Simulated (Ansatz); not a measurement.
# Molybdenum, omega (AlB2-type) under BLYP: ground state and equation of state

The plan for molybdenum in the omega (AlB2-type) structure: relax it, solve it on a dense k-mesh, then scale the cell to 7 volumes from 88 to 112 % of the relaxed one and try a fit of the equation of state. Spin polarisation is left out. The k-meshes are 8×8×11 for the relaxation; 10×10×16 for the dense run; 9×9×14 for the volumes.

Program: Ansatz 0.2.0. Level of theory: DFT BLYP, plane waves (420 eV) with PAW, scalar-relativistic; the PAW data stem from PBE, with regenerated cores. These are calculated values, not measurements.

**1. Starting point**

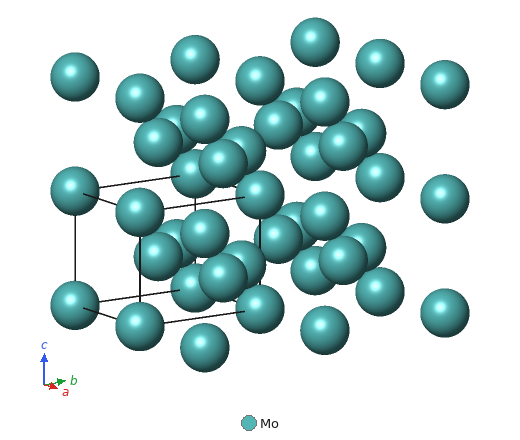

The structure, seen slightly off an axis (molybdenum teal). 2×2×2 cells are drawn. Any atoms on the faces are drawn again on the opposite ones.

Structure file:

```cif
data_structure
_symmetry_space_group_name_H-M 'P6/mmm'
_symmetry_Int_Tables_number 191
_cell_length_a 4.4494
_cell_length_b 4.4494
_cell_length_c 2.7275
_cell_angle_alpha 90.000
_cell_angle_beta 90.000
_cell_angle_gamma 120.000
_cell_volume 46.76
loop_
_atom_site_label
_atom_site_type_symbol
_atom_site_symmetry_multiplicity
_atom_site_Wyckoff_symbol
_atom_site_fract_x
_atom_site_fract_y
_atom_site_fract_z
_atom_site_occupancy
Mo1 Mo 1 a 0.00000 0.00000 0.00000 1
Mo2 Mo 2 d 0.33333 0.66667 0.50000 1
```

**2. Relaxation of the cell**

input.yaml reads:

```yaml
crystal:
  lattice:
    - [4.4494349246, 0.0, 0.0]
    - [-2.2247174623, 3.8533236772, 0.0]
    - [0.0, 0.0, 2.7275036088]
  atoms:
    - { symbol: Mo, position: [0.0, 0.0, 0.0] }
    - { symbol: Mo, position: [0.3333333333, 0.6666666667, 0.5] }
    - { symbol: Mo, position: [0.6666666667, 0.3333333333, 0.5] }
hamiltonian:
  xc: blyp
  pseudopotentials:
    kind: paw
    azcp:
      Mo: "pseudopotentials/Mo.paw.azcp"
basis:
  ecutwfc: 420
  fft_grid_basis: typed
kpoints:
  mp_grid: { grid: [8, 8, 11], shift: [0, 0, 0] }
magnetization:
  spin_polarized: false
scf:
  occupations: { method: fermi_dirac, width: 0.1 }
relax:
  max_steps: 60
  f_tol: 0.01
  cell: {}
output:
  write_density: true
  write_potential: true
  elf: true
  volumetric_format: npy
```

The log of the run:

```text
Warning: RAYON_NUM_THREADS=2 ignored (pool sized by the plan → 2); use --threads N
Engine: ansatz 0.2.0, aarch64-unknown-linux-gnu
Pseudopotentials: kind: paw
Pseudopotential: Mo, paw, valence charge 14, recommended cutoff 420 eV (normal), <dir>
Functional definition: BLYP
  parameter beta = 0.0042
  parameter a = 0.04918
  parameter b = 0.132
  parameter c = 0.2533
  parameter d = 0.349
  exchange = b88_x(beta = beta)
  correlation = lyp_c(a = a, b = b, c = c, d = d)
Crystal: 3 atoms, lattice volume = 46.763 Å³
Basis set: ecut = 420 eV, 939 PW (Γ), exchange–correlation on 60×60×40 points (8 copies of the dense FFT grid, shifted against one another)
Bands: 26, of which v1, the nominal top of the filled ones, is band 21 counted from 1 (20 counted from 0)
Symmetry: 24 space group operations
Space group: P6/mmm (ITA 191), of the structure as read, at distance tolerance 3.6e-5 Å
k-points: 60 of 704
Non-local potential: Mo, projectors of the file, l = 0: 3, l = 1: 2, l = 2: 2, l = 3: 1
PAW form: soft (Blöchl's): semilocal exchange-correlation on the pseudo side does not see the compensation charge
PAW frozen core: Mo, regenerated for the run's functional, and the local potential with it (the file was generated under x = pbe(κ = 0.804, μ = 0.2195149727645171), c = pbe(β = 0.06672455060314922))
PAW one-centre angular grid: Mo, 590 points (default); XC on 64 Gauss nodes
Initial density: superposition of atomic densities (neutral atoms: chi_scale 0, normalization atom), corrected by the library's trained network
Initial wavefunctions: pseudopotential atomic-orbital guess
Functional: x = b88, c = lyp
SCF iter   1: F=—  HF=-14905.766966 eV  |F-HF|=—  |Δ(HF+E_count)|=         —  Δρ=1.99e-2  dr2=2.13e-1  ethr=1.77e-3  ⟨swp⟩=5.1  Hψ=6158  notcnv=0
preconditioner: auto → none  [metal: Δε(μ)=0.004 eV  Ē_g=4.080 eV  σ=0.100 eV  W_gap=0.01  n_scr=8 (ndim 8)  ℏωp=23.0 eV  f_vac=0.000  D(μ)=5.20/eV (n_scr^D=68)  sad-step TF]
SCF iter   2: F=—  HF=-14905.726816 eV  |F-HF|=—  |Δ(HF+E_count)|=   4.01e-2  Δρ=1.17e-2  dr2=8.13e-2  ethr=5.07e-4  ⟨swp⟩=2.0  Hψ=2230  notcnv=0
SCF iter   3: F=—  HF=-14905.709707 eV  |F-HF|=—  |Δ(HF+E_count)|=   1.71e-2  Δρ=1.33e-3  dr2=7.02e-4  ethr=1.94e-4  ⟨swp⟩=2.0  Hψ=2370  notcnv=0
SCF iter   4: F=—  HF=-14905.709682 eV  |F-HF|=—  |Δ(HF+E_count)|=   2.49e-5  Δρ=3.20e-4  dr2=6.33e-5  ethr=1.67e-6  ⟨swp⟩=2.1  Hψ=2295  notcnv=0
SCF iter   5: F=—  HF=-14905.709692 eV  |F-HF|=—  |Δ(HF+E_count)|=   9.81e-6  Δρ=1.20e-4  dr2=6.67e-6  ethr=1.51e-7  ⟨swp⟩=2.4  Hψ=2518  notcnv=0
SCF iter   6: F=—  HF=-14905.709690 eV  |F-HF|=—  |Δ(HF+E_count)|=   1.64e-6  Δρ=2.54e-5  dr2=1.48e-7  ethr=1.59e-8  ⟨swp⟩=2.4  Hψ=2516  notcnv=0
SCF iter   7: F=-14905.709690 eV  HF=-14905.709690 eV  |F-HF|=6.09e-10  |Δ(HF+E_count)|=   1.11e-7  Δρ=3.33e-6  dr2=3.84e-9  ethr=2.38e-10  ⟨swp⟩=7.0  Hψ=8879  notcnv=0
SCF 1 converged in 7 iterations: F = -14905.709690 eV  dr2 = 3.84e-9
relax step   1: F+E_penalty+E_count = -14905.70969012 eV  Δ(F+E_penalty+E_count) = +0.000e0 eV  max|allowed force component| = 3.146e-16 eV/Å  Δτ_max = 0.0000 Å  P = +17.967 GPa  Ω = 46.763 Å³  (7 SCF iters, dr2 threshold 1.00e-7 eV, accepted)
Crystal: 3 atoms, lattice volume = 51.777 Å³
Basis set: ecut = 420 eV, 999 PW (Γ), exchange–correlation on 60×60×40 points (8 copies of the dense FFT grid, shifted against one another)
Initial density: handed on by an earlier stage of this run
Initial wavefunctions: those handed on with the density
iter 1 solved again at ethr=3.33e-5 eV; its pass at ethr=3.10e-3 eV (dr2=1.40e-2 eV) is discarded
SCF iter   1: F=—  HF=-14906.025503 eV  |F-HF|=—  |Δ(HF+E_count)|=         —  Δρ=7.01e-3  dr2=1.39e-2  ethr=3.33e-5  ⟨swp⟩=1.1  Hψ=9500  notcnv=0
preconditioner: auto → none  [metal: Δε(μ)=0.011 eV  Ē_g=3.695 eV  σ=0.100 eV  W_gap=0.03  n_scr=8 (ndim 8)  ℏωp=21.9 eV  f_vac=0.000  D(μ)=5.29/eV (n_scr^D=68)]
SCF iter   2: F=—  HF=-14906.025351 eV  |F-HF|=—  |Δ(HF+E_count)|=   1.52e-4  Δρ=3.20e-3  dr2=2.16e-3  ethr=3.31e-5  ⟨swp⟩=1.6  Hψ=1870  notcnv=0
SCF iter   3: F=—  HF=-14906.025817 eV  |F-HF|=—  |Δ(HF+E_count)|=   4.66e-4  Δρ=6.21e-4  dr2=9.22e-5  ethr=5.14e-6  ⟨swp⟩=1.9  Hψ=1890  notcnv=0
SCF iter   4: F=—  HF=-14906.025826 eV  |F-HF|=—  |Δ(HF+E_count)|=   9.65e-6  Δρ=8.49e-5  dr2=1.98e-6  ethr=2.20e-7  ⟨swp⟩=2.0  Hψ=2695  notcnv=0
iter 5 did not close the SCF: its close was put off for the readings that it lacked (scf_convergence_deferred on its scf_iter line)
SCF iter   5: F=-14906.025827 eV  HF=-14906.025827 eV  |F-HF|=1.30e-7  |Δ(HF+E_count)|=   9.57e-7  Δρ=2.27e-5  dr2=7.89e-8  ethr=4.72e-9  ⟨swp⟩=2.2  Hψ=2694  notcnv=0
SCF iter   6: F=-14906.025827 eV  HF=-14906.025827 eV  |F-HF|=2.12e-9  |Δ(HF+E_count)|=   1.52e-7  Δρ=4.09e-6  dr2=6.63e-9  ethr=1.88e-10  ⟨swp⟩=4.8  Hψ=9068  notcnv=0
SCF 2 converged in 6 iterations: F = -14906.025827 eV  dr2 = 6.63e-9
relax step   2: F+E_penalty+E_count = -14906.02582748 eV  Δ(F+E_penalty+E_count) = -3.161e-1 eV  max|allowed force component| = 7.710e-17 eV/Å  Δτ_max = 0.0000 Å  P = -5.818 GPa  Ω = 51.777 Å³  energy of the carried Pulay correction = -8.187e-4 eV  (6 SCF iters, dr2 threshold 3.00e-7 eV, accepted)
Crystal: 3 atoms, lattice volume = 51.335 Å³
Basis set: ecut = 420 eV, 1023 PW (Γ), exchange–correlation on 60×60×40 points (8 copies of the dense FFT grid, shifted against one another)
iter 1 solved again at ethr=5.24e-6 eV; its pass at ethr=3.10e-3 eV (dr2=2.20e-3 eV) is discarded
SCF iter   1: F=—  HF=-14906.136504 eV  |F-HF|=—  |Δ(HF+E_count)|=         —  Δρ=2.50e-3  dr2=2.41e-3  ethr=5.24e-6  ⟨swp⟩=2.2  Hψ=9402  notcnv=0
preconditioner: auto → none  [metal: Δε(μ)=0.025 eV  Ē_g=3.762 eV  σ=0.100 eV  W_gap=0.06  n_scr=8 (ndim 8)  ℏωp=22.0 eV  f_vac=0.000  D(μ)=4.90/eV (n_scr^D=68)]
SCF iter   2: F=—  HF=-14906.136158 eV  |F-HF|=—  |Δ(HF+E_count)|=   3.46e-4  Δρ=1.08e-3  dr2=2.49e-4  ethr=5.24e-6  ⟨swp⟩=2.5  Hψ=2486  notcnv=0
SCF iter   3: F=—  HF=-14906.136225 eV  |F-HF|=—  |Δ(HF+E_count)|=   6.69e-5  Δρ=2.78e-4  dr2=1.50e-5  ethr=5.92e-7  ⟨swp⟩=2.1  Hψ=2243  notcnv=0
SCF iter   4: F=—  HF=-14906.136234 eV  |F-HF|=—  |Δ(HF+E_count)|=   9.23e-6  Δρ=3.99e-5  dr2=4.39e-7  ethr=3.57e-8  ⟨swp⟩=2.1  Hψ=2233  notcnv=0
iter 5 did not close the SCF: its close was put off for the readings that it lacked (scf_convergence_deferred on its scf_iter line)
SCF iter   5: F=-14906.136234 eV  HF=-14906.136234 eV  |F-HF|=1.43e-8  |Δ(HF+E_count)|=   9.09e-8  Δρ=1.25e-5  dr2=2.96e-8  ethr=1.05e-9  ⟨swp⟩=2.4  Hψ=2874  notcnv=0
SCF iter   6: F=-14906.136234 eV  HF=-14906.136234 eV  |F-HF|=5.60e-10  |Δ(HF+E_count)|=   2.20e-8  Δρ=1.75e-6  dr2=6.45e-10  ethr=7.06e-11  ⟨swp⟩=4.9  Hψ=8351  notcnv=0
SCF 3 converged in 6 iterations: F = -14906.136234 eV  dr2 = 6.45e-10
relax step   3: F+E_penalty+E_count = -14906.13623433 eV  Δ(F+E_penalty+E_count) = -1.104e-1 eV  max|allowed force component| = 1.604e-16 eV/Å  Δτ_max = 0.0000 Å  P = -4.279 GPa  Ω = 51.335 Å³  energy of the carried Pulay correction = -7.425e-4 eV  (6 SCF iters, dr2 threshold 3.00e-7 eV, accepted)
[... from here on, the SCF cycles and remarks between the steps are left out ...]
relax step   4: F+E_penalty+E_count = -14906.18375504 eV  Δ(F+E_penalty+E_count) = -4.752e-2 eV  max|allowed force component| = 2.745e-16 eV/Å  Δτ_max = 0.0000 Å  P = +1.884 GPa  Ω = 50.059 Å³  energy of the carried Pulay correction = -5.252e-4 eV  (6 SCF iters, dr2 threshold 3.00e-7 eV, accepted)
relax step   5: F+E_penalty+E_count = -14906.20110370 eV  Δ(F+E_penalty+E_count) = -1.735e-2 eV  max|allowed force component| = 3.701e-16 eV/Å  Δτ_max = 0.0000 Å  P = -0.390 GPa  Ω = 50.457 Å³  energy of the carried Pulay correction = -5.945e-4 eV  (6 SCF iters, dr2 threshold 3.00e-7 eV, accepted)
relax step   6: F+E_penalty+E_count = -14906.20152201 eV  Δ(F+E_penalty+E_count) = -4.183e-4 eV  max|allowed force component| = 1.480e-16 eV/Å  Δτ_max = 0.0000 Å  P = +0.024 GPa  Ω = 50.372 Å³  energy of the carried Pulay correction = -5.803e-4 eV  (6 SCF iters, dr2 threshold 3.00e-7 eV, accepted)
relax step   7: F+E_penalty+E_count = -14906.20152213 eV  Δ(F+E_penalty+E_count) = -1.258e-7 eV  max|allowed force component| = 2.560e-16 eV/Å  Δτ_max = 0.0000 Å  P = -0.000 GPa  Ω = 50.377 Å³  energy of the carried Pulay correction = -5.811e-4 eV  (7 SCF iters, accepted)
relax step   8: F+E_penalty+E_count = -14906.20299525 eV  Δ(F+E_penalty+E_count) = -1.473e-3 eV  max|allowed force component| = 2.776e-16 eV/Å  Δτ_max = 0.0000 Å  P = +0.057 GPa  Ω = 50.377 Å³  stress off target by 8.39e-2 GPa  SCF on the basis re-selected at this cell (its energy is not comparable with the rows above)  (6 SCF iters)
relax step   9: F+E_penalty+E_count = -14906.20297757 eV  Δ(F+E_penalty+E_count) = +1.768e-5 eV  max|allowed force component| = 7.401e-17 eV/Å  Δτ_max = 0.0000 Å  P = -0.110 GPa  Ω = 50.421 Å³  energy of the carried Pulay correction = -6.843e-6 eV  (6 SCF iters, rejected (line search))
relax step  10: F+E_penalty+E_count = -14906.20299812 eV  Δ(F+E_penalty+E_count) = -2.869e-6 eV  max|allowed force component| = 8.635e-17 eV/Å  Δτ_max = 0.0000 Å  P = +0.001 GPa  Ω = 50.392 Å³  energy of the carried Pulay correction = -2.316e-6 eV  (6 SCF iters, accepted)
iter 1 solved again at ethr=2.78e-8 eV; its pass at ethr=3.10e-3 eV (dr2=1.17e-5 eV) is discarded
SCF iter   1: F=—  HF=-14906.202999 eV  |F-HF|=—  |Δ(HF+E_count)|=         —  Δρ=9.99e-7  dr2=2.42e-10  ethr=2.78e-8  ⟨swp⟩=3.0  Hψ=10172  notcnv=0
eigensolver tolerance schedule: the retry pair's looser diagonalisation over-reported the residual by 48219.82 of it (diagonalisation noise at 0.76 of the residual, at the tolerance the schedule requests for it); recorded, not acted on — ethr = c·dr2/N_el stays at c = 1.0e-1
SCF iter   2: F=—  HF=-14906.203000 eV  |F-HF|=—  |Δ(HF+E_count)|=   8.92e-7  Δρ=6.40e-7  dr2=1.66e-10  ethr=1.00e-12  ⟨swp⟩=3.0  Hψ=3605  notcnv=0
SCF iter   3: F=—  HF=-14906.203000 eV  |F-HF|=—  |Δ(HF+E_count)|=  3.64e-11  Δρ=3.71e-7  dr2=3.86e-11  ethr=1.00e-12  ⟨swp⟩=1.0  Hψ=1560  notcnv=0
iter 4 did not close the SCF: its close was put off for the readings that it lacked (scf_convergence_deferred on its scf_iter line)
SCF iter   4: F=-14906.203000 eV  HF=-14906.203000 eV  |F-HF|=3.64e-12  |Δ(HF+E_count)|=  7.28e-12  Δρ=6.06e-8  dr2=6.50e-13  ethr=1.00e-12  ⟨swp⟩=1.0  Hψ=1560  notcnv=0
iter 5 did not close the SCF: its close was put off for the readings that it lacked (scf_convergence_deferred on its scf_iter line)
SCF iter   5: F=-14906.203000 eV  HF=-14906.203000 eV  |F-HF|=3.64e-12  |Δ(HF+E_count)|=    0.00e0  Δρ=2.39e-8  dr2=1.43e-13  ethr=1.00e-12  ⟨swp⟩=1.0  Hψ=1560  notcnv=0
iter 6 did not close the SCF: its close was put off for the readings that it lacked (scf_convergence_deferred on its scf_iter line)
SCF iter   6: F=-14906.203000 eV  HF=-14906.203000 eV  |F-HF|=0.00e0  |Δ(HF+E_count)|=  1.82e-12  Δρ=1.92e-8  dr2=1.21e-13  ethr=1.00e-12  ⟨swp⟩=1.0  Hψ=1560  notcnv=0
iter 7 did not close the SCF: its close was put off for the readings that it lacked (scf_convergence_deferred on its scf_iter line)
SCF iter   7: F=-14906.203000 eV  HF=-14906.203000 eV  |F-HF|=3.64e-12  |Δ(HF+E_count)|=  1.82e-12  Δρ=1.07e-8  dr2=3.54e-14  ethr=1.00e-12  ⟨swp⟩=1.0  Hψ=1560  notcnv=0
SCF iter   8: F=-14906.203000 eV  HF=-14906.203000 eV  |F-HF|=0.00e0  |Δ(HF+E_count)|=    0.00e0  Δρ=3.14e-9  dr2=3.53e-15  ethr=1.00e-12  ⟨swp⟩=2.0  Hψ=4636  notcnv=0
SCF 11 converged in 8 iterations: F = -14906.203000 eV  dr2 = 3.53e-15
relax step  11: F+E_penalty+E_count = -14906.20300019 eV  Δ(F+E_penalty+E_count) = -2.070e-6 eV  max|allowed force component| = 1.850e-17 eV/Å  Δτ_max = 0.0000 Å  P = +0.001 GPa  Ω = 50.392 Å³  stress off target by 1.09e-3 GPa  SCF on the basis re-selected at this cell (its energy is not comparable with the rows above)  (8 SCF iters)
basis re-selected at this cell: Δ(F+E_penalty+E_count) = -2.070e-6 eV, ΔP = -0.000 GPa vs the last step (what re-selecting the basis moved, of the pressure what is left beyond the Pulay correction that the steps carried, after the strain that the cell walked since its last selection, with what the two solves' SCF thresholds leave and, on support functions, any second-order correction that the steps lacked; it is no measure of the basis error at this ecutwfc). This SCF's stress stands 1.09e-3 GPa from its target on what of the cell is left free (relax.cell.stress_tol is 5.00e-2 GPa) and its largest allowed force component is 1.85e-17 eV/Å (relax.f_tol is 1.00e-2 eV/Å): within both
SCF converged after 8 iterations
Free energy (F): -14906.203000 eV
Harris-Foulkes:  -14906.203000 eV  (|F-HF|=0.00e0)
Internal energy: -14906.055966 eV  (E = F + TS)
E sigma→0 (E₀):  -14906.129483 eV
Entropy (-TS):   -0.147034 eV (-49.011 meV/atom)
Fermi energy:    19.724502 eV
--- Per-component energies (eV) ---
  E_band       = -208.389695
  E_kinetic    = 1322.127480
  E_local      = -2552.262469  (includes V_loc(G=0)·N_el)
  E_nonlocal   = 431.408470
  E_hartree    = 846.706233
  E_xc         = -539.124184
  E_vxc        = -671.629489  (∫ρ·V_xc dr)
  E_paw        = -9653.996461  (= ΣΔE_a)
  E_vpaw       = -431.446251  (= ΣTr[D̂ρ^β])
  E_aug_tail   = 0.000095  (compensation charges beyond the density's cutoff)
  E_ewald      = -4761.180479
  E_core_change = 0.265349  (= ΣΔE_core)
  E_smearing   = -0.147034  (= −TS)
  E_closure    = 0.000000  (closes the sum)
  Σ components = -14906.203000   (vs F -14906.203000, Δ=0.00e0)
--- Forces (eV/Å), atoms counted from 1 ---
  atom   1  Mo     0.00000000    -0.00000000     0.00000000
  atom   2  Mo     0.00000000     0.00000000    -0.00000000
  atom   3  Mo    -0.00000000     0.00000000     0.00000000
  max |Σ_I F_I| component: 2.10e-30 eV/Å
--- Stress (GPa, compression-positive) ---
        0.001087       0.000000       0.000000
        0.000000       0.001087       0.000000
        0.000000       0.000000      -0.000556
  P = ⅓ Tr σ = 0.0005 GPa (0.005 kbar)
--- Band table (eV; the first three rows and the last of 60) ---
  k-point 0: bands = ["-41.3653", "-41.1683", "-41.0304", "-15.4806", "-15.4806", "-15.4761", "-15.4761", "-14.7367", "-14.7367", "-14.7141", "-14.5014", "-14.4204", "13.1436", "15.3348", "16.9785", "17.3835", "17.7301", "17.7301", "17.8040", "17.8040", "19.2098", "19.2098", "21.3727", "21.3727", "21.4696", "21.4696"]
  k-point 1: bands = ["-41.3481", "-41.1545", "-41.0152", "-15.4653", "-15.4653", "-15.4551", "-15.4551", "-14.8343", "-14.7320", "-14.7320", "-14.6294", "-14.5393", "13.4007", "15.7093", "17.4447", "17.5642", "17.5642", "17.6843", "17.6843", "17.7473", "19.2346", "19.2346", "21.1165", "21.1165", "21.3733", "21.3733"]
  k-point 2: bands = ["-41.3014", "-41.1173", "-40.9742", "-15.4240", "-15.4240", "-15.3973", "-15.3973", "-15.1486", "-14.9650", "-14.8512", "-14.7206", "-14.7206", "14.0861", "16.7039", "17.0611", "17.0611", "17.3248", "17.3248", "18.7731", "18.8491", "19.3273", "19.3273", "20.4830", "20.4830", "21.2974", "21.2974"]
  k-point 59: bands = ["-41.1441", "-40.9306", "-40.9086", "-16.1445", "-15.9464", "-15.9020", "-15.3042", "-15.1723", "-15.1490", "-15.0376", "-14.9396", "-14.6263", "15.0162", "16.1639", "16.4767", "16.7182", "17.1421", "17.6856", "18.5387", "18.9364", "19.4469", "19.6524", "20.3173", "22.7457", "22.9445", "22.9922"]
--- Relaxed structure (9 steps of the walk, 8 accepted, 2 SCFs on fresh bases) ---
  F+E_penalty+E_count = -14906.20300019 eV   max|allowed force component| = 1.850e-17 eV/Å   (the final SCF, on the basis selected at the relaxed cell)
  cell:  # Å, volume = 50.3923 Å³
    - [4.738487208913721, 1.0407949822676811e-32, -1.243800455733587e-18]
    - [-2.3692436044568606, 4.103650298426903, 6.219002278667884e-19]
    - [-7.624496793692788e-19, -2.818884815808793e-33, 2.591519775621165]
  atoms:
    - { symbol: Mo, position: [3.873428930452941e-34, -6.455879962078041e-35, 3.7092061506874214e-68] }
    - { symbol: Mo, position: [0.33333333333333326, 0.6666666666666665, 0.5] }
    - { symbol: Mo, position: [0.6666666666666666, 0.33333333333333326, 0.5] }
```

Wall time 22 s (2 threads of an Arm CPU, shared host); peak memory 0.36 GiB.

Relaxation path:

| step | energy change (meV/atom) | largest force (eV/Å) | pressure (GPa) | volume (Å³/atom) | accepted |
| --- | --- | --- | --- | --- | --- |
| 1 | 0.00 | 0.0000 | 17.97 | 15.588 | yes |
| 2 | -105.38 | 0.0000 | -5.82 | 17.259 | yes |
| 3 | -142.18 | 0.0000 | -4.28 | 17.112 | yes |
| 4 | -158.02 | 0.0000 | 1.88 | 16.686 | yes |
| 5 | -163.80 | 0.0000 | -0.39 | 16.819 | yes |
| 6 | -163.94 | 0.0000 | 0.02 | 16.791 | yes |
| 7 | -163.94 | 0.0000 | 0.00 | 16.792 | yes |
| 8 | -164.44 | 0.0000 | 0.06 | 16.792 | yes |
| 9 | -164.43 | 0.0000 | -0.11 | 16.807 | no |
| 10 | -164.44 | 0.0000 | 0.00 | 16.797 | yes |
| 11 | -164.44 | 0.0000 | 0.00 | 16.797 | yes |

Steps that repeat a cell are solved on a basis chosen anew, so their changes of energy are no gain of the relaxation.

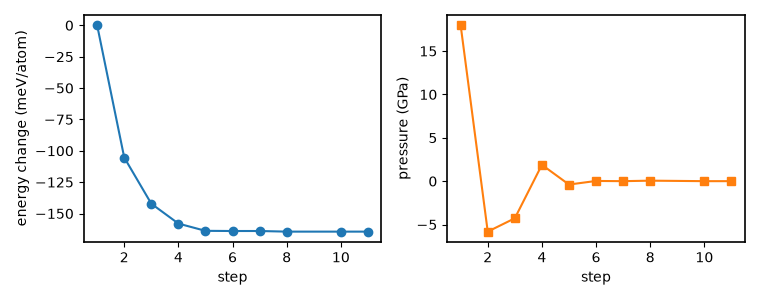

Energy and pressure over the accepted steps.

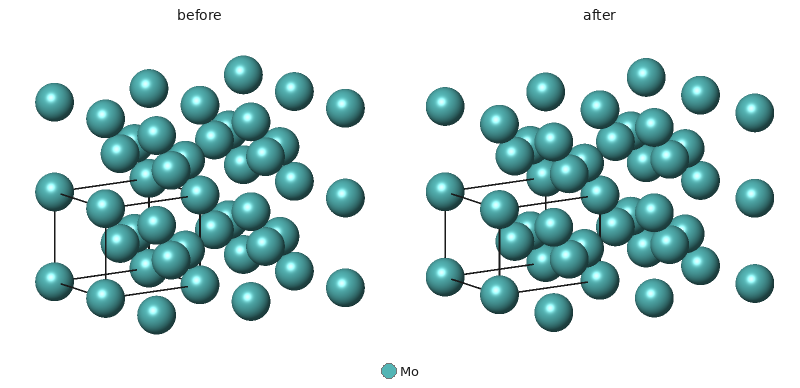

The structure before (left) and after (right), drawn at the same scale. The cells drawn are those of the first picture.

Changes in the cell that was computed:

|  | before | after | change |
| --- | --- | --- | --- |
| a (Å) | 4.449 | 4.738 | +6.5 % |
| b (Å) | 4.449 | 4.738 | +6.5 % |
| c (Å) | 2.728 | 2.592 | -5.0 % |
| volume (Å³/atom) | 15.588 | 16.797 | +7.8 % |
| shortest distance (Å) | 2.569 | 2.592 | +0.9 % |
| space group (spins left aside) | P6/mmm | P6/mmm | same |

**3. Single point on a dense mesh**

input.yaml reads:

```yaml
crystal:
  lattice:
    - [4.7384872089, 0.0, 0.0]
    - [-2.3692436045, 4.1036502984, 0.0]
    - [0.0, 0.0, 2.5915197756]
  atoms:
    - { symbol: Mo, position: [0.0, 1.0, 1.0] }
    - { symbol: Mo, position: [0.3333333333, 0.6666666667, 0.5] }
    - { symbol: Mo, position: [0.6666666667, 0.3333333333, 0.5] }
hamiltonian:
  xc: blyp
  pseudopotentials:
    kind: paw
    azcp:
      Mo: "pseudopotentials/Mo.paw.azcp"
basis:
  ecutwfc: 420
  fft_grid_basis: typed
kpoints:
  mp_grid: { grid: [10, 10, 16], shift: [0, 0, 0] }
magnetization:
  spin_polarized: false
scf:
  occupations: { method: fermi_dirac, width: 0.1 }
```

The log of the run, shortened:

```text
Warning: RAYON_NUM_THREADS=2 ignored (pool sized by the plan → 2); use --threads N
[...]
[... 3 set-up lines as earlier in the session ...]
[...]
Crystal: 3 atoms, lattice volume = 50.392 Å³
Basis set: ecut = 420 eV, 951 PW (Γ), exchange–correlation on 64×64×36 points (8 copies of the dense FFT grid, shifted against one another)
Bands: 26, of which v1, the nominal top of the filled ones, is band 21 counted from 1 (20 counted from 0)
[... 1 set-up line as earlier in the session ...]
Space group: P6/mmm (ITA 191), of the structure as read, at distance tolerance 3.7e-5 Å
k-points: 126 of 1600
[...]
SCF iter   1: F=—  HF=-14906.263340 eV  |F-HF|=—  |Δ(HF+E_count)|=         —  Δρ=1.82e-2  dr2=2.82e-1  ethr=1.77e-3  ⟨swp⟩=5.0  Hψ=12892  notcnv=0
[...]
SCF iter   7: F=-14906.214356 eV  HF=-14906.214356 eV  |F-HF|=7.97e-10  |Δ(HF+E_count)|=   8.66e-8  Δρ=3.97e-6  dr2=5.44e-9  ethr=2.38e-10  ⟨swp⟩=2.0  Hψ=6468  notcnv=0
[...]
SCF converged after 7 iterations
Free energy (F): -14906.214356 eV
[...]
E sigma→0 (E₀):  -14906.150166 eV
Entropy (-TS):   -0.128380 eV (-42.793 meV/atom)
Fermi energy:    19.728358 eV
[...]
```

Run time: 3.1 s. Hardware: 2 threads of an Arm CPU, shared host; peak memory 0.38 GiB.

(Part 1 of 2 ends here.)
